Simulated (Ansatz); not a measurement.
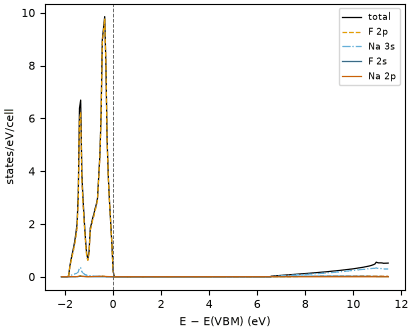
Fig. 1. Total and projected density of states of NaF (rock salt, Fm-3m), LDA (plane waves, PAW; program Ansatz)

Which orbitals carry the states next to the gap?

Top 1 eV of the valence band: F 2p 98 %. Bottom 1 eV of the conduction band: Na 3s 71 %, F 2s 20 %. Projections are on Löwdin-orthogonalised atomic valence shells; empty p or d shells of many metals are not among them.

Where is the tallest occupied peak in this window, and what makes it?

Near -0.3 eV, about 9.9 states/eV per cell; the largest projected share is F 2p.

The LDA relaxation kept the symmetry of its start; phonons on a q-mesh show no instability.

Potentials: the later of the program's two PAW sets.
